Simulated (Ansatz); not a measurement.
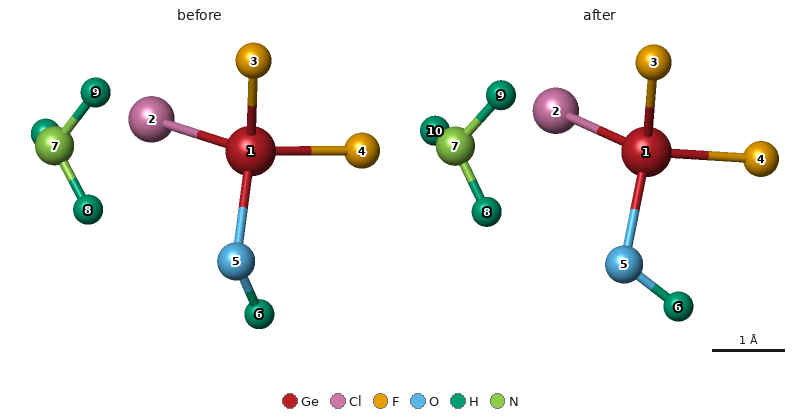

The structure of GeNH4OClF2 before (left) and after (right) a relaxation, at one scale.

Style: ball-and-stick. Shown at a tilt.

The run prepares an end point of a later path (reaction) calculation, from a guessed geometry.

Computed with RKS PBE0/def2-SVP (Ansatz 0.2.0). (no spin polarisation; force threshold 0.03 eV/Å; at most 50 steps)

Q: What changed between the two?

A: Over 9 accepted moves (13 points after the start) the energy falls by 0.081 eV. Largest force component: 0.99 eV/Å at the start, 0.0086 eV/Å at the end. The line search rejected the trial steps at points 4, 7, 10, 12 of the run. The forces were under the threshold at step 11, but the run went on from there. H6 moves most after the best rigid fit: 0.37 Å. Largest moves by element: H 0.37 Å, O 0.25 Å, Cl 0.14 Å, F 0.12 Å, Ge 0.09 Å, N 0.04 Å. Among the contacts that change: Ge1–Cl2 2.187 → 2.115 Å, N7–H10 1.034 → 1.014 Å, Ge1–F3 1.709 → 1.717 Å, Ge1–F4 1.717 → 1.721 Å. Bond angles that change, for instance: F3–Ge1–O5 110.5° → 113.3°, F4–Ge1–O5 107.6° → 105.0°, Cl2–Ge1–F4 104.6° → 107.1°. Groups turn about Ge1–O5 by about 40°.

Limits of the set-up: the start holds two separate molecules, 2.3 Å apart at their closest, whose relative position is a soft coordinate and is computed without a dispersion correction.
